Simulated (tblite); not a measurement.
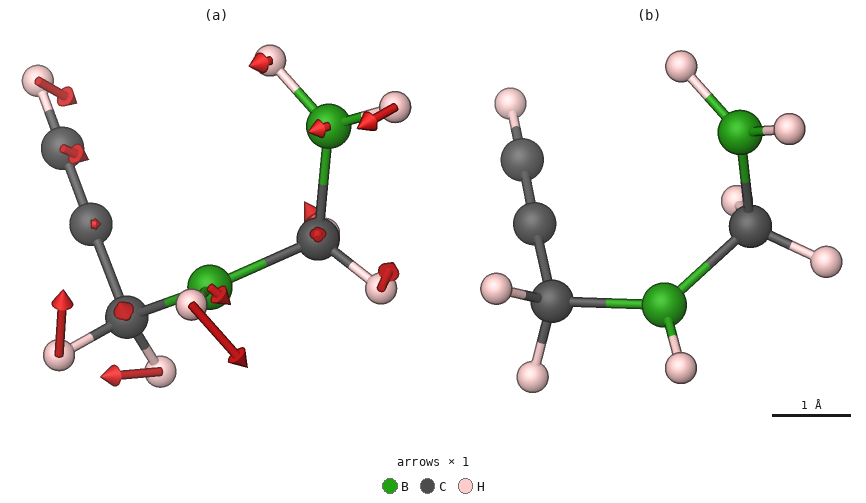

The structure of C4H8B2 before (left) and after (right) a relaxation, at one scale. The red arrows give the displacements, at their true length.

The picture is a ball-and-stick view, seen at a tilt.

Method: GFN2-xTB geometry optimisation, gas phase (tblite 0.8.0). 

Describe what moved and what it gained.

Answer. After 126 geometry steps the energy has fallen by 18.0 kJ/mol. An H atom moves most after the best rigid fit: 1.21 Å. Largest moves by element: H 1.21 Å, C 0.47 Å, B 0.41 Å. Among the contacts that change: B–C 1.600 → 1.568 Å, C–H 1.123 → 1.097 Å, B–H 1.186 → 1.169 Å, C–C 1.461 → 1.447 Å. Among the angles between lasting bonds that change: B–C–C 110.1° → 116.2°, H–C–H 108.6° → 105.2°, B–C–B 109.1° → 105.9°. Groups turn about B–C by about 65°, B–C by about 25°, B–C by about 25°. The run took 0.59 s on 1 thread of Arm Neoverse V1, with other jobs on the host.
